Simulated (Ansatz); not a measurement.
**AlZnSi, from a guessed structure to a relaxed one**

This structure for AlZnSi is made up. Its elements were placed in a known structure type with a cell scaled to their sizes. What cell does the guess relax to, and how far off was it?

Main program and level: Ansatz 0.2.0; DFT, PBEsol, plane-wave PAW, files of the set soft_1, scalar-relativistic, no spin, cell and ions relaxed at zero pressure; PAW set soft_1.

**1. The starting structure**

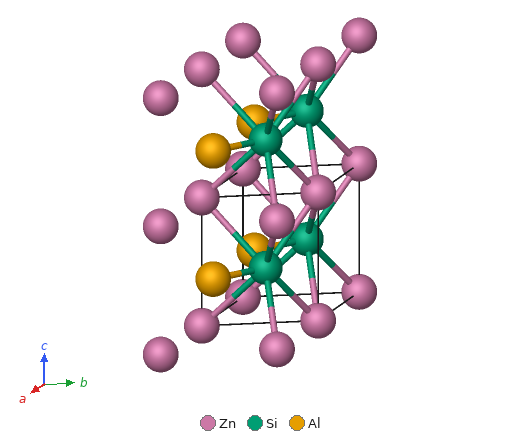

Start, viewed slightly off an axis; zinc pink, silicon teal, aluminium orange. 2×1×2 cells are drawn. Bonds to atoms that aren't drawn are left out. Some periodic images of atoms are drawn too.

**2. Relaxation of the guess**

The guessed cell has no reason to be at equilibrium. It is relaxed with the atoms, within the space group of the guess.

input.yaml

```yaml
crystal:
  lattice:
    - [3.54, 0.0, 0.0]
    - [-1.77, 3.065729929, 0.0]
    - [0.0, 0.0, 3.986]
  atoms:
    - { symbol: Zn, position: [0.0, 0.0, 0.0] }
    - { symbol: Si, position: [0.333333333, 0.666666667, 0.5] }
    - { symbol: Al, position: [0.666666667, 0.333333333, 0.5] }
kpoints:
  mp_grid: { grid: [9, 9, 7] }
scf:
  occupations: { method: fermi_dirac, width: 0.05 }
hamiltonian:
  xc: pbesol
  pseudopotentials: { kind: paw, azcp: { folder: soft_1 }, xc_functional: pbe }
relax:
  f_tol: 0.015
  max_steps: 70
  cell: {}
output:
  forces: true
  stress: true
```

Run with:

```sh
ansatz run input.yaml --threads 4 --pin off --max-ram 8192MiB --backend cpu --events-out ev --progress --plain --runs-dir out
```

Numbers of over 12 decimals in the logs are rounded to 6 here.

Log:

```text
Engine: ansatz 0.2.0, aarch64-unknown-linux-gnu
Pseudopotentials: kind: paw
Pseudopotential: Zn, paw, valence charge 12, recommended cutoff 420 eV (normal), soft_1/Zn.paw.azcp
Pseudopotential: Si, paw, valence charge 4, recommended cutoff 420 eV (normal), soft_1/Si.paw.azcp
Pseudopotential: Al, paw, valence charge 3, recommended cutoff 420 eV (normal), soft_1/Al.paw.azcp
Functional definition: PBEsol
  exchange = pbesol_x
  correlation = pbesol_c
Crystal: 3 atoms, lattice volume = 43.259 Å³
Basis set: ecut = 420 eV, 823 PW (Γ), exchange–correlation on 48×48×54 points (8 copies of the dense FFT grid, shifted against one another)
Bands: 14, of which v1, the nominal top of the filled ones, is band 10 counted from 1 (9 counted from 0)
Symmetry: 12 space group operations
Space group: P-6m2 (ITA 187), of the structure as read, at distance tolerance 3.5e-5 Å
k-points: 48 of 567 (time reversal used)
Non-local potential: Zn, projectors of the file, l = 0: 2, l = 1: 2, l = 2: 3, l = 3: 1
Non-local potential: Si, projectors of the file, l = 0: 2, l = 1: 2, l = 2: 1
Non-local potential: Al, projectors of the file, l = 0: 2, l = 1: 2, l = 2: 1
PAW form: soft (Blöchl's): semilocal exchange-correlation on the pseudo side does not see the compensation charge
PAW frozen core: Zn, regenerated for the run's functional, and the local potential with it (the file was generated under x = pbe(κ = 0.804, μ = 0.219515), c = pbe(β = 0.066725))
PAW frozen core: Si, regenerated for the run's functional, and the local potential with it (the file was generated under x = pbe(κ = 0.804, μ = 0.219515), c = pbe(β = 0.066725))
PAW frozen core: Al, regenerated for the run's functional, and the local potential with it (the file was generated under x = pbe(κ = 0.804, μ = 0.219515), c = pbe(β = 0.066725))
PAW one-centre angular grid: Zn, 590 points (default); XC on 64 Gauss nodes
PAW one-centre angular grid: Si, 110 points (default); XC on 64 Gauss nodes
PAW one-centre angular grid: Al, 110 points (default); XC on 64 Gauss nodes
Initial density: superposition of atomic densities (chi_scale 0.1, normalization cell, long waves kept (reshape's long-wave potential 0.00 eV rms))
Initial wavefunctions: pseudopotential atomic-orbital guess
Functional: x = pbesol(κ = 0.804, μ = 0.123457), c = pbesol(β = 0.046)
SCF iter   1: F=—  HF=-4424.575548 eV  |F-HF|=—  |Δ(HF+E_count)|=         —  Δρ=7.52e-2  dr2=3.77e0  ethr=3.10e-3  ⟨swp⟩=6.6  Hψ=4767  notcnv=0
preconditioner: auto → none  [insulator: Δε(μ)=0.191 eV  Ē_g=9.195 eV  σ=0.050 eV  W_gap=0.68  n_scr=8 (ndim 8)  ℏωp=24.6 eV  f_vac=0.000  D(μ)=0.29/eV (n_scr^D=0)  ε∞_Penn≈8.2]
SCF iter   2: F=—  HF=-4423.610524 eV  |F-HF|=—  |Δ(HF+E_count)|=   9.65e-1  Δρ=5.99e-2  dr2=9.11e-1  ethr=3.10e-3  ⟨swp⟩=3.7  Hψ=1951  notcnv=0  defer=9
SCF iter   3: F=—  HF=-4423.273062 eV  |F-HF|=—  |Δ(HF+E_count)|=   3.37e-1  Δρ=1.25e-2  dr2=4.87e-2  ethr=3.10e-3  ⟨swp⟩=2.5  Hψ=1696  notcnv=0  defer=10
SCF iter   4: F=—  HF=-4423.250630 eV  |F-HF|=—  |Δ(HF+E_count)|=   2.24e-2  Δρ=5.38e-3  dr2=6.53e-3  ethr=2.56e-4  ⟨swp⟩=3.0  Hψ=1632  notcnv=0  defer=11
SCF iter   5: F=—  HF=-4423.247843 eV  |F-HF|=—  |Δ(HF+E_count)|=   2.79e-3  Δρ=2.92e-4  dr2=2.36e-5  ethr=3.44e-5  ⟨swp⟩=1.5  Hψ=762  notcnv=0  defer=11
SCF iter   6: F=—  HF=-4423.247880 eV  |F-HF|=—  |Δ(HF+E_count)|=   3.71e-5  Δρ=1.31e-4  dr2=3.40e-6  ethr=1.24e-7  ⟨swp⟩=2.0  Hψ=1104  notcnv=0  defer=11
SCF iter   7: F=-4423.247880 eV  HF=-4423.247880 eV  |F-HF|=2.45e-8  |Δ(HF+E_count)|=   1.03e-7  Δρ=9.08e-6  dr2=2.87e-8  ethr=5.26e-10  ⟨swp⟩=3.4  Hψ=2853  notcnv=0
SCF 1 converged in 7 iterations: F = -4423.247880 eV  dr2 = 2.87e-8
  greatest PAW one-centre occupation: 0.981 electrons in one spin orbital (limit 2), on the Zn atom at site 0 (counted from 0), in its partial waves of l = 2
relax step   1: F+E_penalty+E_count = -4423.24788020 eV  Δ(F+E_penalty+E_count) = +0.000e0 eV  max|allowed force component| = 4.472e-17 eV/Å  Δτ_max = 0.0000 Å  P = +45.376 GPa  Ω = 43.259 Å³  (7 SCF iters, dr2 threshold 1.00e-7 eV, accepted)
Crystal: 3 atoms, lattice volume = 47.289 Å³
Basis set: ecut = 420 eV, 925 PW (Γ), exchange–correlation on 48×48×54 points (8 copies of the dense FFT grid, shifted against one another)
Initial density: handed on by an earlier stage of this run
Initial wavefunctions: those handed on with the density
iter 1 solved again at ethr=6.42e-4 eV; its pass at ethr=3.10e-3 eV (dr2=1.22e-1 eV) is discarded
SCF iter   1: F=—  HF=-4424.718012 eV  |F-HF|=—  |Δ(HF+E_count)|=         —  Δρ=1.12e-2  dr2=1.23e-1  ethr=6.42e-4  ⟨swp⟩=1.0  Hψ=5360  notcnv=0
preconditioner: auto → none  [metal: Δε(μ)=0.103 eV  Ē_g=10.143 eV  σ=0.050 eV  W_gap=0.47  n_scr=8 (ndim 8)  ℏωp=23.5 eV  f_vac=0.000  D(μ)=0.58/eV (n_scr^D=0)]
SCF iter   2: F=—  HF=-4424.677370 eV  |F-HF|=—  |Δ(HF+E_count)|=   4.06e-2  Δρ=8.38e-3  dr2=2.07e-2  ethr=6.42e-4  ⟨swp⟩=3.0  Hψ=1436  notcnv=0
SCF iter   3: F=—  HF=-4424.670662 eV  |F-HF|=—  |Δ(HF+E_count)|=   6.71e-3  Δρ=2.22e-3  dr2=1.64e-3  ethr=1.09e-4  ⟨swp⟩=2.0  Hψ=1672  notcnv=0  defer=9
SCF iter   4: F=—  HF=-4424.669740 eV  |F-HF|=—  |Δ(HF+E_count)|=   9.23e-4  Δρ=6.42e-4  dr2=1.22e-4  ethr=8.64e-6  ⟨swp⟩=2.2  Hψ=1010  notcnv=0  defer=9
SCF iter   5: F=—  HF=-4424.669637 eV  |F-HF|=—  |Δ(HF+E_count)|=   1.03e-4  Δρ=1.40e-4  dr2=5.67e-6  ethr=6.41e-7  ⟨swp⟩=2.2  Hψ=1080  notcnv=0  defer=9
SCF iter   6: F=-4424.669634 eV  HF=-4424.669634 eV  |F-HF|=7.01e-8  |Δ(HF+E_count)|=   2.62e-6  Δρ=2.94e-5  dr2=2.31e-7  ethr=1.58e-9  ⟨swp⟩=3.7  Hψ=2908  notcnv=0
SCF 2 converged in 6 iterations: F = -4424.669634 eV  dr2 = 2.31e-7
  greatest PAW one-centre occupation: 0.982 electrons in one spin orbital (limit 2), on the Zn atom at site 0 (counted from 0), in its partial waves of l = 2
relax step   2: F+E_penalty+E_count = -4424.66963441 eV  Δ(F+E_penalty+E_count) = -1.422e0 eV  max|allowed force component| = 8.905e-17 eV/Å  Δτ_max = 0.0000 Å  P = +24.413 GPa  Ω = 47.289 Å³  energy of the carried Pulay correction = -1.325e-3 eV  (6 SCF iters, dr2 threshold 3.00e-7 eV, accepted)
Crystal: 3 atoms, lattice volume = 50.988 Å³
Basis set: ecut = 420 eV, 1021 PW (Γ), exchange–correlation on 48×48×54 points (8 copies of the dense FFT grid, shifted against one another)
iter 1 solved again at ethr=4.39e-4 eV; its pass at ethr=3.10e-3 eV (dr2=8.33e-2 eV) is discarded
SCF iter   1: F=—  HF=-4425.472407 eV  |F-HF|=—  |Δ(HF+E_count)|=         —  Δρ=9.27e-3  dr2=8.47e-2  ethr=4.39e-4  ⟨swp⟩=1.0  Hψ=5365  notcnv=0
[...]
SCF 3 converged in 6 iterations: F = -4425.439218 eV  dr2 = 1.11e-7
relax step   3: F+E_penalty+E_count = -4425.43921800 eV  Δ(F+E_penalty+E_count) = -7.696e-1 eV  max|allowed force component| = 4.934e-17 eV/Å  Δτ_max = 0.0000 Å  P = +10.339 GPa  Ω = 50.988 Å³  energy of the carried Pulay correction = -2.423e-3 eV  (6 SCF iters, dr2 threshold 3.00e-7 eV, accepted)
[... from here on, the SCF cycles and remarks between the steps are left out ...]
relax step   4: F+E_penalty+E_count = -4425.76600590 eV  Δ(F+E_penalty+E_count) = -3.268e-1 eV  max|allowed force component| = 4.318e-17 eV/Å  Δτ_max = 0.0000 Å  P = +3.416 GPa  Ω = 52.190 Å³  energy of the carried Pulay correction = -2.699e-3 eV  (6 SCF iters, dr2 threshold 3.00e-7 eV, accepted)
relax step   5: F+E_penalty+E_count = -4425.85455680 eV  Δ(F+E_penalty+E_count) = -8.855e-2 eV  max|allowed force component| = 5.089e-17 eV/Å  Δτ_max = 0.0000 Å  P = +1.308 GPa  Ω = 51.647 Å³  energy of the carried Pulay correction = -2.475e-3 eV  (6 SCF iters, dr2 threshold 3.00e-7 eV, accepted)
relax step   6: F+E_penalty+E_count = -4425.91903633 eV  Δ(F+E_penalty+E_count) = -6.448e-2 eV  max|allowed force component| = 3.701e-17 eV/Å  Δτ_max = 0.0000 Å  P = +0.433 GPa  Ω = 50.489 Å³  energy of the carried Pulay correction = -2.072e-3 eV  (6 SCF iters, dr2 threshold 3.00e-7 eV, accepted)
relax step   7: F+E_penalty+E_count = -4425.96326873 eV  Δ(F+E_penalty+E_count) = -4.423e-2 eV  max|allowed force component| = 5.262e-17 eV/Å  Δτ_max = 0.0000 Å  P = +0.368 GPa  Ω = 48.861 Å³  energy of the carried Pulay correction = -1.516e-3 eV  (6 SCF iters, dr2 threshold 3.00e-7 eV, accepted)
relax step   8: F+E_penalty+E_count = -4426.08829083 eV  Δ(F+E_penalty+E_count) = -1.250e-1 eV  max|allowed force component| = 1.480e-16 eV/Å  Δτ_max = 0.0000 Å  P = +0.935 GPa  Ω = 47.078 Å³  energy of the carried Pulay correction = -8.940e-4 eV  (6 SCF iters, dr2 threshold 3.00e-7 eV, accepted)
relax step   9: F+E_penalty+E_count = -4426.09053450 eV  Δ(F+E_penalty+E_count) = -2.244e-3 eV  max|allowed force component| = 4.626e-17 eV/Å  Δτ_max = 0.0000 Å  P = +2.163 GPa  Ω = 45.280 Å³  energy of the carried Pulay correction = -2.452e-4 eV  (7 SCF iters, dr2 threshold 3.00e-7 eV, accepted)
relax step  10: F+E_penalty+E_count = -4426.12779032 eV  Δ(F+E_penalty+E_count) = -3.726e-2 eV  max|allowed force component| = 6.168e-17 eV/Å  Δτ_max = 0.0000 Å  P = +0.040 GPa  Ω = 46.726 Å³  energy of the carried Pulay correction = -7.521e-4 eV  (6 SCF iters, dr2 threshold 3.00e-7 eV, accepted)
relax step  11: F+E_penalty+E_count = -4426.12815690 eV  Δ(F+E_penalty+E_count) = -3.666e-4 eV  max|allowed force component| = 1.812e-17 eV/Å  Δτ_max = 0.0000 Å  P = +0.051 GPa  Ω = 46.664 Å³  energy of the carried Pulay correction = -7.293e-4 eV  (4 SCF iters, dr2 threshold 3.00e-7 eV, accepted)
relax step  12: F+E_penalty+E_count = -4426.12816309 eV  Δ(F+E_penalty+E_count) = -6.193e-6 eV  max|allowed force component| = 1.480e-16 eV/Å  Δτ_max = 0.0000 Å  P = +0.006 GPa  Ω = 46.675 Å³  energy of the carried Pulay correction = -7.325e-4 eV  (4 SCF iters, dr2 threshold 2.39e-8 eV, accepted)
relax step  13: F+E_penalty+E_count = -4426.21170631 eV  Δ(F+E_penalty+E_count) = -8.354e-2 eV  max|allowed force component| = 1.480e-16 eV/Å  Δτ_max = 0.0000 Å  P = +2.324 GPa  Ω = 46.675 Å³  stress off target by 3.47e0 GPa  SCF on the basis re-selected at this cell (its energy is not comparable with the rows above)  (8 SCF iters)
relax step  14: F+E_penalty+E_count = -4426.22301714 eV  Δ(F+E_penalty+E_count) = -1.131e-2 eV  max|allowed force component| = 5.860e-17 eV/Å  Δτ_max = 0.0000 Å  P = +0.496 GPa  Ω = 47.534 Å³  energy of the carried Pulay correction = -2.954e-4 eV  (5 SCF iters, dr2 threshold 3.00e-7 eV, accepted)
relax step  15: F+E_penalty+E_count = -4426.22358903 eV  Δ(F+E_penalty+E_count) = -5.719e-4 eV  max|allowed force component| = 6.476e-17 eV/Å  Δτ_max = 0.0000 Å  P = -0.029 GPa  Ω = 47.793 Å³  energy of the carried Pulay correction = -3.878e-4 eV  (5 SCF iters, dr2 threshold 3.00e-7 eV, accepted)
iter 1 solved again at ethr=9.19e-7 eV; its pass at ethr=3.10e-3 eV (dr2=1.75e-4 eV) is discarded
SCF iter   1: F=—  HF=-4426.223961 eV  |F-HF|=—  |Δ(HF+E_count)|=         —  Δρ=2.54e-4  dr2=1.15e-6  ethr=9.19e-7  ⟨swp⟩=2.5  Hψ=6118  notcnv=0
preconditioner: auto → none  [metal: Δε(μ)=0.065 eV  Ē_g=9.731 eV  σ=0.050 eV  W_gap=0.31  n_scr=8 (ndim 8)  ℏωp=23.4 eV  f_vac=0.000  D(μ)=0.66/eV (n_scr^D=0)]
SCF iter   2: F=—  HF=-4426.223959 eV  |F-HF|=—  |Δ(HF+E_count)|=   2.25e-6  Δρ=1.38e-4  dr2=9.03e-7  ethr=6.04e-9  ⟨swp⟩=2.0  Hψ=1047  notcnv=0
SCF iter   3: F=—  HF=-4426.223959 eV  |F-HF|=—  |Δ(HF+E_count)|=   7.16e-8  Δρ=7.13e-5  dr2=1.49e-6  ethr=4.75e-9  ⟨swp⟩=2.0  Hψ=1098  notcnv=0
SCF iter   4: F=—  HF=-4426.223958 eV  |F-HF|=—  |Δ(HF+E_count)|=   6.09e-7  Δρ=6.73e-6  dr2=1.89e-9  ethr=4.75e-9  ⟨swp⟩=2.0  Hψ=1074  notcnv=0
SCF iter   5: F=—  HF=-4426.223958 eV  |F-HF|=—  |Δ(HF+E_count)|=  5.49e-10  Δρ=1.31e-6  dr2=1.10e-10  ethr=9.96e-12  ⟨swp⟩=2.2  Hψ=1093  notcnv=0
SCF iter   6: F=-4426.223958 eV  HF=-4426.223958 eV  |F-HF|=6.37e-12  |Δ(HF+E_count)|=  3.91e-11  Δρ=1.42e-7  dr2=1.10e-11  ethr=1.00e-12  ⟨swp⟩=5.8  Hψ=2795  notcnv=0
SCF 16 converged in 6 iterations: F = -4426.223958 eV  dr2 = 1.10e-11
relax step  16: F+E_penalty+E_count = -4426.22395842 eV  Δ(F+E_penalty+E_count) = -3.694e-4 eV  max|allowed force component| = 6.168e-17 eV/Å  Δτ_max = 0.0000 Å  P = -0.033 GPa  Ω = 47.793 Å³  stress off target by 4.82e-2 GPa  SCF on the basis re-selected at this cell (its energy is not comparable with the rows above)  (6 SCF iters)
basis re-selected at this cell: Δ(F+E_penalty+E_count) = -3.694e-4 eV, ΔP = -0.004 GPa vs the last step (what re-selecting the basis moved, of the pressure what is left beyond the Pulay correction that the steps carried, after the strain that the cell walked since its last selection, with what the two solves' SCF thresholds leave and, on support functions, any second-order correction that the steps lacked; it is no m [...]
SCF converged after 6 iterations
Free energy (F): -4426.223958 eV
Harris-Foulkes:  -4426.223958 eV  (|F-HF|=6.37e-12)
Internal energy: -4426.217930 eV  (E = F + TS)
E sigma→0 (E₀):  -4426.220944 eV
Entropy (-TS):   -0.006028 eV (-2.009 meV/atom)
Fermi energy:    9.115315 eV
--- Per-component energies (eV) ---
  E_band       = 59.041410
  E_kinetic    = 209.907998
  E_local      = -2174.531548  (includes V_loc(G=0)·N_el)
  E_nonlocal   = 852.438137
  E_hartree    = 860.892093
  E_xc         = -171.522949
  E_vxc        = -128.984331  (∫ρ·V_xc dr)
  E_paw        = -2812.451686  (= ΣΔE_a)
  E_vpaw       = -421.572873  (= ΣTr[D̂ρ^β])
  E_aug_tail   = -0.000217  (compensation charges beyond the density's cutoff)
  E_ewald      = -1191.797815
  E_core_change = 0.848056  (= ΣΔE_core)
  E_smearing   = -0.006028  (= −TS)
  E_closure    = -0.000000  (closes the sum)
  Σ components = -4426.223958   (vs F -4426.223958, Δ=0.00e0)
--- Forces (eV/Å), atoms counted from 1 ---
  atom   1  Zn     0.00000000     0.00000000     0.00000000
  atom   2  Si    -0.00000000     0.00000000     0.00000000
  atom   3  Al     0.00000000    -0.00000000     0.00000000
  max |Σ_I F_I| component: 7.40e-17 eV/Å
--- Stress (GPa, compression-positive) ---
       -0.048156       0.000000       0.000000
        0.000000      -0.048156       0.000000
        0.000000       0.000000      -0.002038
  P = ⅓ Tr σ = -0.0328 GPa (-0.328 kbar)
--- Relaxed structure (14 steps of the walk, 14 accepted, 2 SCFs on fresh bases) ---
  F+E_penalty+E_count = -4426.22395842 eV   max|allowed force component| = 6.168e-17 eV/Å   (the final SCF, on the basis selected at the relaxed cell)
  cell:  # Å, volume = 47.7928 Å³
    - [4.404654, 0, 0.0]
    - [-2.202327, 3.814542, 0.0]
    - [0.0, 0.0, 2.844514]
  atoms:
    - { symbol: Zn, position: [0, 0, 0.0] }
    - { symbol: Si, position: [0.333333, 0.666667, 0.5] }
    - { symbol: Al, position: [0.666667, 0.333333, 0.5] }
```

Wall time 25 s (4 threads of Arm Neoverse N1, shared host); peak memory 0.37 GiB.

Step by step:

| step | energy less that of the first step (eV) | largest force component (eV/Å) | pressure (GPa) | volume (Å³) |
| --- | --- | --- | --- | --- |
| 1 | 0.0000 | 0.0000 | 45.38 | 43.26 |
| 2 | -1.4218 | 0.0000 | 24.41 | 47.29 |
| 3 | -2.1913 | 0.0000 | 10.34 | 50.99 |
| 4 | -2.5181 | 0.0000 | 3.42 | 52.19 |
| 5 | -2.6067 | 0.0000 | 1.31 | 51.65 |
| 6 | -2.6712 | 0.0000 | 0.43 | 50.49 |
| 7 | -2.7154 | 0.0000 | 0.37 | 48.86 |
| 8 | -2.8404 | 0.0000 | 0.93 | 47.08 |
| 9 | -2.8427 | 0.0000 | 2.16 | 45.28 |
| 10 | -2.8799 | 0.0000 | 0.04 | 46.73 |
| 11 | -2.8803 | 0.0000 | 0.05 | 46.66 |
| 12 | -2.8803 | 0.0000 | 0.01 | 46.68 |
| 13* | -2.9638 | 0.0000 | 2.32 | 46.68 |
| 14 | -2.9751 | 0.0000 | 0.50 | 47.53 |
| 15 | -2.9757 | 0.0000 | -0.03 | 47.79 |
| 16* | -2.9761 | 0.0000 | -0.03 | 47.79 |

Relaxation steps marked * repeat the geometry before them on a plane-wave basis chosen anew for their cell, so energy and pressure can jump there.

Forces are held to the 12 operations that the run works with; a distortion that breaks them can't arise in this run.

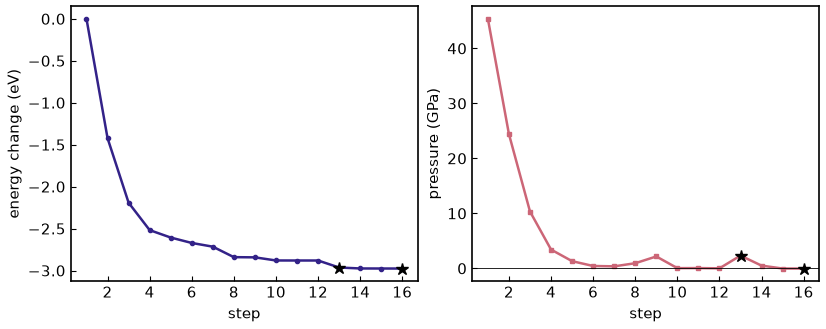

Energy and pressure along the relaxation. Stars mark steps on a basis chosen anew.

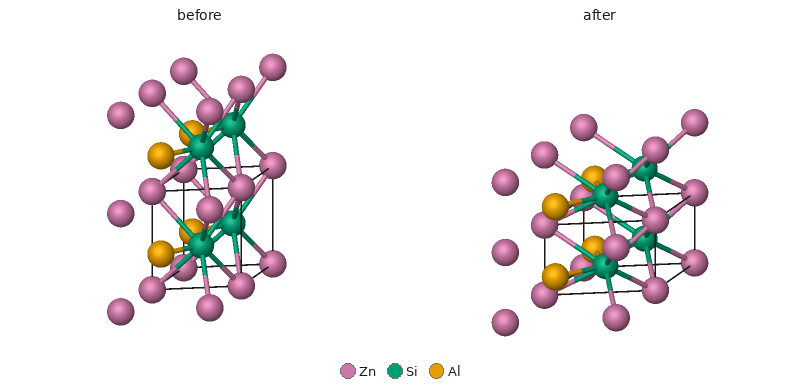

The structure before and after the relaxation, drawn at the same scale. Bonds to atoms that aren't drawn are left out.

| cell as run | before | after | change |
| --- | --- | --- | --- |
| a (Å) | 3.540 | 4.405 | +24.4 % |
| b (Å) | 3.540 | 4.405 | +24.4 % |
| c (Å) | 3.986 | 2.845 | -28.6 % |
| volume (Å³/atom) | 14.42 | 15.93 | +10.5 % |

Final coordinates:

```xyz
3
Lattice="4.4047 0.0000 0.0000 -2.2023 3.8145 0.0000 0.0000 0.0000 2.8445" Properties=species:S:1:pos:R:3 pbc="T T T"
Zn    0.0000    0.0000    0.0000
Si    0.0000    2.5430    1.4223
Al    2.2023    1.2715    1.4223
```

This step gave:

| Item | Value |
| --- | --- |
| free energy | -4426.2240 eV |
| energy at zero smearing | -4426.2209 eV |
| smearing term TS | 0.006028 eV |
| Fermi energy | 9.115 eV |
| electrons | 19 |
| symmetry operations | 12 |
| pressure | -0.03278 GPa |

Shortest distances by pair of elements, guess and relaxed (not always the same contact):

| pair | guess (Å) | relaxed (Å) |
| --- | --- | --- |
| Al–Si | 2.044 | 2.543 |
| Zn–Zn | 3.540 | 2.845 |
| Si–Si | 3.540 | 2.845 |
| Al–Al | 3.540 | 2.845 |
| Al–Zn | 2.855 | 2.914 |

The relaxation ends with a pressure of -0.03 GPa.

**3. Summary of results**

| Item | Value |
| --- | --- |
| space group, relaxed | P-6m2 |
| conventional cell | a = 4.405, b = 4.405, c = 2.845 Å; α = 90.0°, β = 90.0°, γ = 120.0° |
| volume per atom | 15.93 Å³ (guess 14.42) |

**Reading.** AlZnSi relaxes to P-6m2 with a = 4.405, b = 4.405 and c = 2.845 Å. The guessed volume was 9 % too small. The space group P-6m2 was held in the relaxation, so the end point is a stationary structure within it and may be a saddle against distortions or other arrangements. Mesh and cutoff weren't tested. A vector of the cell changed its length by 29 %, so the starting arrangement is largely lost and the mesh was laid for another shape. No dispersion term is used, so weakly bound directions may come out too long. Nothing here tests whether the compound is stable against decomposition.

[Logs are printed without paths, hosts, clocks, repeated set-up lines and the standing remarks that a program may print on its own settings, such as how far it seeks lower states.]

[Hosts, paths, dates, database ids (printed as entryN), source tags and the programs' standing remarks are cut or masked in the printed files.]
